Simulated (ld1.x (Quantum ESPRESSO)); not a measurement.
**Pseudopotential generation for V (part 2 of 2)**

The same run, continued: vanadium (V, Z = 23), core [Ne] 3s2, reference valence 3p6 3d3 4s2 4p0, valence charge 11. Method: TM potential, PBE, scalar-relativistic, made with ld1.x (Quantum ESPRESSO) 7.5.

**Output of the test run (extracts), continued**
```
     ---------------------- Testing the pseudopotential ----------------------

     V
     scalar relativistic calculation

     atomic number is 23.00   valence charge is 11.00
     dft =PBE   lsd =0 sic =0 latt =0  beta=0.20 tr2=1.0E-14
     mesh =1181 r(mesh) = 100.93793 xmin = -7.00 dx = 0.01250

     n l     nl             e AE (Ry)        e PS (Ry)    De AE-PS (Ry)
     2 1     3P   1( 6.00)       -7.08509       -7.09907        0.01397  !
     3 2     3D   1( 1.00)       -4.05592       -4.03744       -0.01848  !
     1 0     4S   1( 0.00)       -2.86898       -3.67206        0.80308  !
     3 1     4P   1( 0.00)       -2.35984       -2.31091       -0.04893  !

     eps = 2.2E-15  iter =  9

     Etot =   -1890.898022 Ry,    -945.449011 Ha,  -25726.978210 eV
     Etotps =   -92.422406 Ry,     -46.211203 Ha,   -1257.470889 eV
     dEtot_ae =       7.114793 Ry
     dEtot_ps =       7.124805 Ry,   Delta E=      -0.010012 Ry

     Ekin =      44.842370 Ry,      22.421185 Ha,     610.111530 eV
     Encl =    -184.429834 Ry,     -92.214917 Ha,   -2509.295727 eV
     Ehrt =      44.104235 Ry,      22.052117 Ha,     600.068683 eV
     Ecxc =     -15.421231 Ry,      -7.710615 Ha,    -209.816534 eV
     (Ecc =      -3.583638 Ry,      -1.791819 Ha,     -48.757877 eV)
     Epseu=      18.482054 Ry,       9.241027 Ha,     251.461159 eV

     ---------------------- End of pseudopotential test ----------------------

     ---------------------- Testing the pseudopotential ----------------------

     V
     scalar relativistic calculation

     atomic number is 23.00   valence charge is 11.00
     dft =PBE   lsd =0 sic =0 latt =0  beta=0.20 tr2=1.0E-14
     mesh =1181 r(mesh) = 100.93793 xmin = -7.00 dx = 0.01250

     n l     nl             e AE (Ry)        e PS (Ry)    De AE-PS (Ry)
     2 1     3P   1( 6.00)       -3.46785       -3.45870       -0.00915  !
     3 2     3D   1( 4.00)       -0.66059       -0.66072        0.00013
     1 0     4S   1( 0.00)       -0.69797       -0.70021        0.00224
     3 1     4P   1( 0.00)       -0.42853       -0.41859       -0.00994  !

     eps = 2.0E-15  iter = 12

     Etot =   -1897.483868 Ry,    -948.741934 Ha,  -25816.583212 eV
     Etotps =   -99.016472 Ry,     -49.508236 Ha,   -1347.187729 eV
     dEtot_ae =       0.528947 Ry
     dEtot_ps =       0.530739 Ry,   Delta E=      -0.001792 Ry

     Ekin =      58.103188 Ry,      29.051594 Ha,     790.534141 eV
     Encl =    -229.756748 Ry,    -114.878374 Ha,   -3125.999806 eV
     Ehrt =      74.770769 Ry,      37.385385 Ha,    1017.308138 eV
     Ecxc =     -18.721370 Ry,      -9.360685 Ha,    -254.717220 eV
     (Ecc =      -3.583638 Ry,      -1.791819 Ha,     -48.757877 eV)
     Epseu=      16.587690 Ry,       8.293845 Ha,     225.687017 eV

     ---------------------- End of pseudopotential test ----------------------

     ---------------------- Testing the pseudopotential ----------------------

     V
     scalar relativistic calculation

     atomic number is 23.00   valence charge is 11.00
     dft =PBE   lsd =0 sic =0 latt =0  beta=0.20 tr2=1.0E-14
     mesh =1181 r(mesh) = 100.93793 xmin = -7.00 dx = 0.01250

     n l     nl             e AE (Ry)        e PS (Ry)    De AE-PS (Ry)
     2 1     3P   1( 6.00)       -3.43588       -3.45586        0.01997  !
     3 2     3D   1( 3.00)       -0.56504       -0.58712        0.02208  !
     1 0     4S   1( 0.00)       -0.45707       -0.47145        0.01438  !
     3 1     4P   1( 2.00)       -0.19417       -0.19239       -0.00177

     eps = 9.0E-15  iter = 17

     Etot =   -1897.509003 Ry,    -948.754502 Ha,  -25816.925197 eV
     Etotps =   -99.020340 Ry,     -49.510170 Ha,   -1347.240364 eV
     dEtot_ae =       0.503812 Ry
     dEtot_ps =       0.526871 Ry,   Delta E=      -0.023059 Ry

     Ekin =      55.934759 Ry,      27.967379 Ha,     761.031164 eV
     Encl =    -228.965197 Ry,    -114.482599 Ha,   -3115.230212 eV
     Ehrt =      75.217837 Ry,      37.608918 Ha,    1023.390806 eV
     Ecxc =     -18.416110 Ry,      -9.208055 Ha,    -250.563945 eV
     (Ecc =      -3.583638 Ry,      -1.791819 Ha,     -48.757877 eV)
     Epseu=      17.208372 Ry,       8.604186 Ha,     234.131823 eV

     ---------------------- End of pseudopotential test ----------------------

     ---------------------- Testing the pseudopotential ----------------------

     V
     scalar relativistic calculation

     atomic number is 23.00   valence charge is 11.00
     dft =PBE   lsd =0 sic =0 latt =0  beta=0.20 tr2=1.0E-14
     mesh =1181 r(mesh) = 100.93793 xmin = -7.00 dx = 0.01250

     n l     nl             e AE (Ry)        e PS (Ry)    De AE-PS (Ry)
     2 1     3P   1( 6.00)       -4.20940       -4.19530       -0.01410  !
     3 2     3D   1( 2.00)       -1.27950       -1.25758       -0.02192  !
     1 0     4S   1( 2.00)       -0.91946       -0.91622       -0.00324
     3 1     4P   1( 0.00)       -0.58514       -0.56106       -0.02408  !

     eps = 4.1E-16  iter = 20

     Etot =   -1897.206208 Ry,    -948.603104 Ha,  -25812.805456 eV
     Etotps =   -98.748220 Ry,     -49.374110 Ha,   -1343.537978 eV
     dEtot_ae =       0.806607 Ry
     dEtot_ps =       0.798991 Ry,   Delta E=       0.007616 Ry

     Ekin =      50.386280 Ry,      25.193140 Ha,     685.540266 eV
     Encl =    -218.836182 Ry,    -109.418091 Ha,   -2977.417939 eV
     Ehrt =      68.125578 Ry,      34.062789 Ha,     926.895706 eV
     Ecxc =     -17.663403 Ry,      -8.831701 Ha,    -240.322837 eV
     (Ecc =      -3.583638 Ry,      -1.791819 Ha,     -48.757877 eV)
     Epseu=      19.239507 Ry,       9.619753 Ha,     261.766826 eV

     ---------------------- End of pseudopotential test ----------------------
```

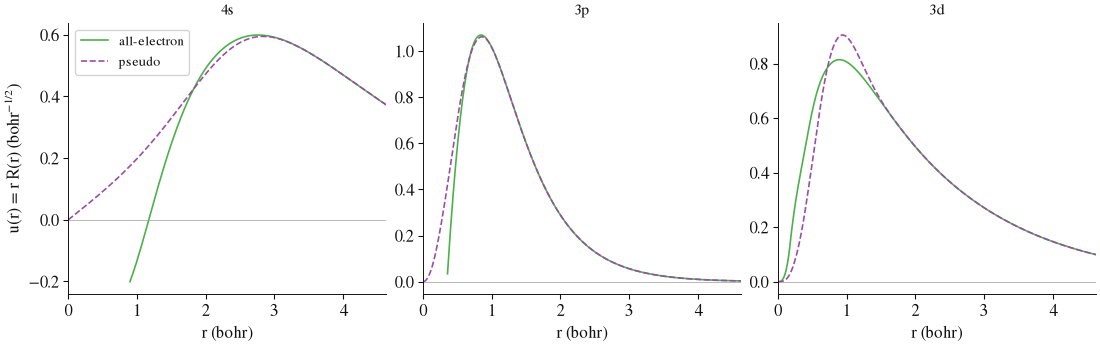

Fig. 1: Partial waves u(r) = r R(r), all-electron (solid) and pseudo (dashed). The innermost oscillations of some all-electron curves aren't drawn. Reference configuration 3p6 3d3 4s2 4p0.

- Matching radii: 4s at 3.56 bohr; 3p at 1.20 bohr; 3d at 1.85 bohr. The curves merge smoothly, so the plot gives these only roughly.
- Nodes of the pseudo-waves: 4s has no node; 3p has no node; 3d has no node. The potential isn't sound: its ghost test gives ghost state below the valence levels: s at -111.2 eV.

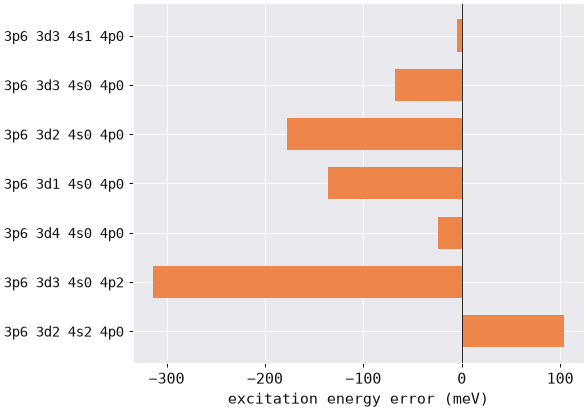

Fig. 2: Errors, all-electron minus pseudo, of the energies of valence configurations relative to the unpolarised reference 3p6 3d3 4s2 4p0.

- Worst configuration: 3p6 3d3 4s0 4p2 (neutral): the error is -314 meV on an all-electron energy of +6.85 eV relative to the reference, or 4.6 %.
- Errors in meV: 3p6 3d3 4s1 4p0: -5.2; 3p6 3d3 4s0 4p0: -68; 3p6 3d2 4s0 4p0: -177; 3p6 3d1 4s0 4p0: -136; 3p6 3d4 4s0 4p0: -24; 3p6 3d3 4s0 4p2: -314; 3p6 3d2 4s2 4p0: +104.
- Configurations within 10 meV and within 50 meV: 1 and 2 of 7.

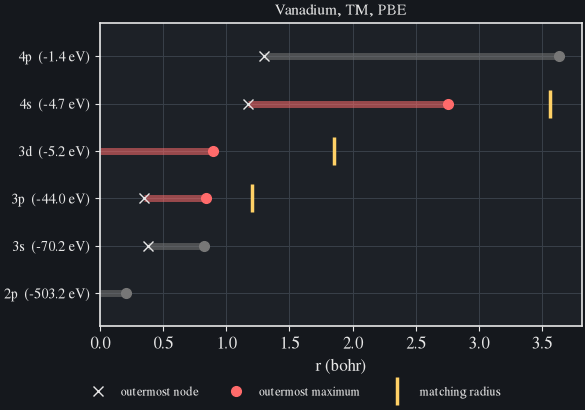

Fig. 3: Outer shells of the all-electron reference atom: each bar runs from the outermost node (or the nucleus) to the outermost maximum of u(r); the tick is the radius chosen for the pseudo-wave. Shells without a tick have no pseudo-wave of their own. Levels, nodes and maxima are from ld1.x, scalar-relativistic.

- Radii against the shells: 3p: 1.20 bohr, outside the maximum; 3d: 1.85 bohr, outside the maximum; 4s: 3.56 bohr, outside the maximum.

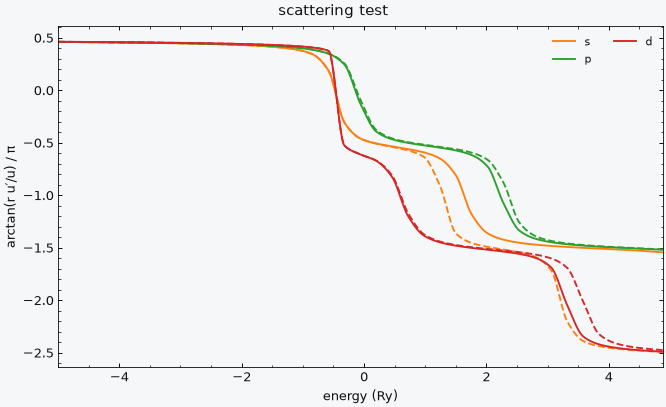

Fig. 4: Unwrapped phase arctan(r u′/u) in units of π against energy, all-electron (solid) and pseudo (dashed); the pseudo phase is matched to the all-electron one at the reference energy. Here u = r R(r). A near-vertical step is a level narrower than the spacing of the points behind the curves.

- Ghost states: Going away from the reference energies, the phases part by more than π/2 in: s at about 1.4 Ry (above its reference energy, pseudo phase lower). Such a step is either a state that only one of the two atoms has or an ordinary level shifted in energy. The separate test gives: ghost state below the valence levels: s at -111.2 eV. The bound ghosts lie below the range of the plot.
- Range over which the phases agree within 0.05 rad: s: up to about 0.8 Ry; p: up to about -0.3 Ry; d: up to about 0.5 Ry.

Outcome of the run: generated, with a ghost state.
